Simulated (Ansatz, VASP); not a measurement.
# SnSe: VASP beside Ansatz

Wanted: the spread between two codes on one cell, functional and k mesh. Other levels of theory on this material are compared in a session of their own. Valence electrons are named where the data sets of a main pair hold unlike numbers.

Main program and level: Ansatz 0.2.0; plane waves, with VASP 6.6.1 beside it; band structure at r2SCAN, spin-orbit coupling.

**1. The starting structure**

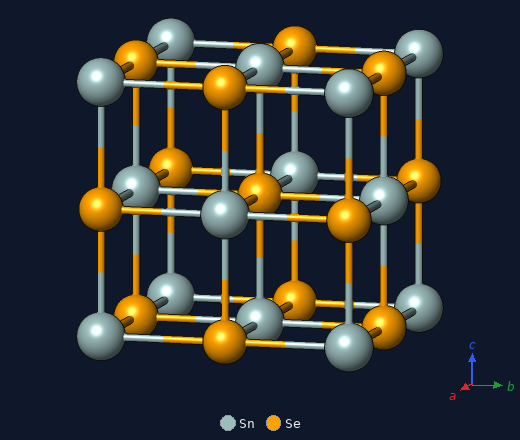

The cell as given, slightly off an axis (tin teal, selenium orange). This picture shows the conventional cell, with its axes. Some periodic images of atoms are drawn too.

Coordinates:

```xyz
2
Lattice="0.0000 3.0100 3.0100 3.0100 0.0000 3.0100 3.0100 3.0100 0.0000" Properties=species:S:1:pos:R:3 pbc="T T T"
Sn    0.0000    0.0000    0.0000
Se    3.0100    3.0100    3.0100
```

**2. VASP: band structure, r2SCAN, spin-orbit coupling**

The same path points are solved in both programs, so levels can be compared one by one.

Lines of VASP's logs that name or quote its potential files are left out, and so is its time.

The input, INCAR:

```
SYSTEM = SnSe
PREC = Accurate
ENCUT = 400
EDIFF = 1E-06
NELM = 100
ISMEAR = -1
SIGMA = 0.05
LREAL = .FALSE.
ALGO = Normal
METAGGA = R2SCAN
LASPH = .TRUE.
LNONCOLLINEAR = .TRUE.
MAGMOM = 0 0 0 0 0 0
NBANDS = 32
GGA_COMPAT = .FALSE.
LSORBIT = .TRUE.
LORBIT = 11
LWAVE = .FALSE.
LCHARG = .FALSE.
KPAR = 2
```

The input, POSCAR:

```
SnSe
1.0
    0.0000000000      3.0100000000      3.0100000000
    3.0100000000      0.0000000000      3.0100000000
    3.0100000000      3.0100000000      0.0000000000
Sn Se
1 1
Direct
    0.0000000000      0.0000000000      0.0000000000
    0.5000000000      0.5000000000      0.5000000000
```

The input, KPOINTS:

```
Automatic mesh
0
Gamma
6 6 6
0 0 0
```

The input, KPOINTS_OPT:

```
Line mode
16
Line-mode
Reciprocal
  0.00000000   0.00000000   0.00000000 GAMMA
  0.50000000   0.00000000   0.50000000 X

  0.50000000   0.00000000   0.50000000 X
  0.50000000   0.25000000   0.75000000 W

  0.50000000   0.25000000   0.75000000 W
  0.37500000   0.37500000   0.75000000 K

  0.37500000   0.37500000   0.75000000 K
  0.00000000   0.00000000   0.00000000 GAMMA

  0.00000000   0.00000000   0.00000000 GAMMA
  0.50000000   0.50000000   0.50000000 L

  0.50000000   0.50000000   0.50000000 L
  0.62500000   0.25000000   0.62500000 U

  0.62500000   0.25000000   0.62500000 U
  0.50000000   0.25000000   0.75000000 W

  0.50000000   0.25000000   0.75000000 W
  0.50000000   0.50000000   0.50000000 L

  0.50000000   0.50000000   0.50000000 L
  0.37500000   0.37500000   0.75000000 K

  0.62500000   0.25000000   0.62500000 U
  0.50000000   0.00000000   0.50000000 X
```

PAW data sets: Sn_d and Se (PBE family, release 64).

The run is started by

```sh
mpirun -np 2 vasp_ncl
```

Numbers of over 12 decimals in the logs are rounded to 6 here.

Log:

```text
[banner, memory and clock lines left out]
running    2 mpi-ranks, on    1 nodes
 distrk:  each k-point on    1 cores,    2 groups
 distr:  one band on    1 cores,    1 groups

 POSCAR found type information on POSCAR SnSe
 POSCAR found :  2 types and       2 ions
|                                                                             |
|               ----> ADVICE to this user running VASP <----                  |
|                                                                             |
|     You enforced a specific xc type in the INCAR file but a different       |
|     [... a line on the potential file left out ...]
|     I HOPE YOU KNOW WHAT YOU ARE DOING!                                     |
|                                                                             |

 LDA part: xc-table for (None), standard interpolation
 POSCAR, INCAR and KPOINTS ok, starting setup
 FFT: planning ... GRIDC
 FFT: planning ... GRID_SOFT
 FFT: planning ... GRID
 WAVECAR not read
 entering main loop
       N       E                     dE             d eps       ncg     rms          rms(c)
DAV:   1     0.139416365312E+03    0.13942E+03   -0.80707E+03  1104   0.139E+03
DAV:   2    -0.194197771846E+02   -0.15884E+03   -0.15167E+03  1048   0.415E+02
DAV:   3    -0.424077629727E+02   -0.22988E+02   -0.22568E+02  1264   0.135E+02
DAV:   4    -0.433809272714E+02   -0.97316E+00   -0.97221E+00  1160   0.309E+01
DAV:   5    -0.434109079652E+02   -0.29981E-01   -0.29978E-01  1544   0.533E+00    0.365E+00
DAV:   6    -0.399401505083E+02    0.34708E+01   -0.96514E-01  1248   0.141E+01    0.254E+00
DAV:   7    -0.399413465378E+02   -0.11960E-02   -0.14542E-01  1184   0.253E+00    0.112E+00
DAV:   8    -0.399472642394E+02   -0.59177E-02   -0.77453E-03  1216   0.940E-01    0.601E-01
DAV:   9    -0.399488586469E+02   -0.15944E-02   -0.12574E-03  1160   0.377E-01    0.185E-01
DAV:  10    -0.399492532315E+02   -0.39458E-03   -0.37148E-04  1184   0.147E-01    0.755E-02
DAV:  11    -0.399492840928E+02   -0.30861E-04   -0.94967E-05  1264   0.125E-01    0.191E-02
DAV:  12    -0.399492961515E+02   -0.12059E-04   -0.21337E-05  1152   0.392E-02    0.962E-03
DAV:  13    -0.399492957362E+02    0.41525E-06   -0.76707E-06  1336   0.390E-02
   1 F= -.39949296E+02 E0= -.39949225E+02  d E =-.140841E-03  mag=    -0.0000    -0.0000    -0.0000
 Start KPOINTS_OPT (optional k-point list driver)
k-point batch [1-16\160]
       N       E                     dE             ncg
DAV:   1     0.269526143139E+03   -0.36187E+04     1128
DAV:   2    -0.234863593368E+04   -0.26182E+04     1040
DAV:   3    -0.273886411436E+04   -0.39023E+03     1232
DAV:   4    -0.275550384022E+04   -0.16640E+02     1208
DAV:   5    -0.275601594099E+04   -0.51210E+00     1528
DAV:   6    -0.275602445844E+04   -0.85175E-02     1304
DAV:   7    -0.275602472825E+04   -0.26980E-03     1544
DAV:   8    -0.275602473307E+04   -0.48169E-05     1152
DAV:   9    -0.275602473318E+04   -0.11953E-06      824
[...]
k-point batch [145-160\160]
       N       E                     dE             ncg
DAV:   1     0.813944746517E+02   -0.92083E+04     1104
DAV:   2    -0.249165619393E+04   -0.25731E+04     1032
DAV:   3    -0.284354033533E+04   -0.35188E+03     1272
DAV:   4    -0.285719956871E+04   -0.13659E+02     1184
DAV:   5    -0.285765335762E+04   -0.45379E+00     1584
DAV:   6    -0.285765872899E+04   -0.53714E-02     1280
DAV:   7    -0.285765909825E+04   -0.36926E-03     1600
DAV:   8    -0.285765910350E+04   -0.52547E-05     1104
DAV:   9    -0.285765910362E+04   -0.12039E-06      840
```

From OUTCAR (step 2):

```text
ion  position               nearest neighbor table
   1  0.000  0.000  0.000-   2 3.01   2 3.01   2 3.01   2 3.01   2 3.01   2 3.01
   2  0.500  0.500  0.500-   1 3.01   1 3.01   1 3.01   1 3.01   1 3.01   1 3.01

  LATTYP: Found a face centered cubic cell.
 ALAT       =     6.0200000000

 Subroutine GETGRP returns: Found 48 space group operations
 (whereof 48 operations were pure point group operations)

The static configuration has the point symmetry O_h .

 Found     16 irreducible k-points:

   k-points           NKPTS =     16   k-points in BZ     NKDIM =     16   number of bands    NBANDS=     32

   dimension x,y,z NGX =    28 NGY =   28 NGZ =   28
   dimension x,y,z NGXF=    56 NGYF=   56 NGZF=   56

   ENCUT  =  400.0 eV  29.40 Ry    5.42 a.u.   6.94  6.94  6.94*2*pi/ulx,y,z

   NELECT =      20.0000    total number of electrons

 k-points in reciprocal lattice and weights: Automatic mesh
   0.00000000  0.00000000  0.00000000       0.005
   0.16666667  0.00000000  0.00000000       0.037
   0.33333333  0.00000000  0.00000000       0.037
   0.50000000  0.00000000  0.00000000       0.019
   0.16666667  0.16666667  0.00000000       0.028
   0.33333333  0.16666667  0.00000000       0.111
   0.50000000  0.16666667  0.00000000       0.111
  -0.33333333  0.16666667  0.00000000       0.111
  -0.16666667  0.16666667  0.00000000       0.056
[...]
-0.33333333  0.33333333  0.16666667       0.111
  -0.33333333  0.50000000  0.16666667       0.056

 average (electrostatic) potential at core
       1-107.3090       2 -57.2771

 E-fermi :   5.9062

 k-point     1 :       0.0000    0.0000    0.0000
  band No.  band energies     occupation
    ...
     16       2.7648      1.00000
     17       3.1914      1.00000
     18       3.1914      1.00000
     19       3.1914      1.00000
     20       3.1914      1.00000
     21       9.5390      0.00000
     22       9.5390      0.00000
     23      10.3085      0.00000
     24      10.3085      0.00000
     25      10.3085      0.00000
    ...

 k-point     2 :       0.1667    0.0000    0.0000
  band No.  band energies     occupation
    ...
     16       2.9243      1.00000
     17       3.2283      1.00000
     18       3.2283      1.00000
     19       3.9593      1.00000
     20       3.9593      1.00000
     21       8.4277      0.00000
     22       8.4277      0.00000
     23       8.9605      0.00000
     24       8.9605      0.00000
     25       9.0740      0.00000
    ...

 k-point     3 :       0.3333    0.0000    0.0000
  band No.  band energies     occupation
    ...
     16       3.0842      1.00000
     17       3.3454      1.00000
     18       3.3454      1.00000
     19       5.0103      1.00000
     20       5.0103      1.00000
     21       6.9641      0.00000
     22       6.9641      0.00000
     23       7.3710      0.00000
     24       7.3710      0.00000
     25       7.6030      0.00000
    ...

  Total       -0.1733734     -0.1733734     -0.1733734     -0.0000000     -0.0000000      0.0000000
  in kB       -5.0928827     -5.0928827     -5.0928827     -0.0000000     -0.0000000      0.0000000
  external PRESSURE =      -5.0928827 kB  Pullay stress =       0.0000000 kB

  energy-cutoff  :      400.00
  volume of cell :       54.54
      direct lattice vectors                 reciprocal lattice vectors
     0.000000000  3.010000000  3.010000000    -0.166112957  0.166112957  0.166112957
     3.010000000  0.000000000  3.010000000     0.166112957 -0.166112957  0.166112957
     3.010000000  3.010000000  0.000000000     0.166112957  0.166112957 -0.166112957

 POSITION                                       TOTAL-FORCE (eV/Angst)
 -----------------------------------------------------------------------------------
      0.00000      0.00000      0.00000        -0.000000     -0.000000     -0.000000
      3.01000      3.01000      3.01000         0.000000      0.000000      0.000000
 -----------------------------------------------------------------------------------
    total drift:                               -0.000000      0.000000      0.000000

  FREE ENERGIE OF THE ION-ELECTRON SYSTEM (eV)
  ---------------------------------------------------
  free  energy   TOTEN  =       -39.9492957362 eV

  energy  without entropy=      -39.9491548948  energy(sigma->0) =      -39.94922532

 Spin-Orbit-Coupling matrix elements
 Ion:    1  E_soc:     -0.0839214
 Ion:    2  E_soc:     -0.0395080

 total charge
# of ion       s       p       d       tot
------------------------------------------
    1        1.361   0.684   9.986  12.031
    2        1.477   2.337   0.027   3.841
--------------------------------------------------
tot          2.838   3.021  10.013  15.872

 magnetization (x)
# of ion       s       p       d       tot
------------------------------------------
    1        0.000   0.000   0.000   0.000
    2       -0.000   0.000   0.000  -0.000
--------------------------------------------------
tot          0.000   0.000   0.000   0.000

 magnetization (y)
# of ion       s       p       d       tot
------------------------------------------
    1       -0.000  -0.000  -0.000  -0.000
    2       -0.000   0.000  -0.000  -0.000
--------------------------------------------------
tot         -0.000   0.000  -0.000  -0.000

 magnetization (z)
# of ion       s       p       d       tot
------------------------------------------
    1        0.000   0.000   0.000   0.000
    2        0.000   0.000  -0.000   0.000
--------------------------------------------------
tot          0.000   0.000   0.000   0.000

[... 3 further parts left out ...]
```

The run ends at a pressure of -0.51 GPa.

(Continued in part 2 of 2.)

[Lines on the potential files, build, host, timing and source positions are cut from VASP's logs without a mark.]

[Logs are printed without paths, hosts, clocks, repeated set-up lines and the standing remarks that a program may print on its own settings, such as how far it seeks lower states.]

[Hosts, paths, dates, database ids (printed as entryN), source tags and the programs' standing remarks are cut or masked in the printed files.]
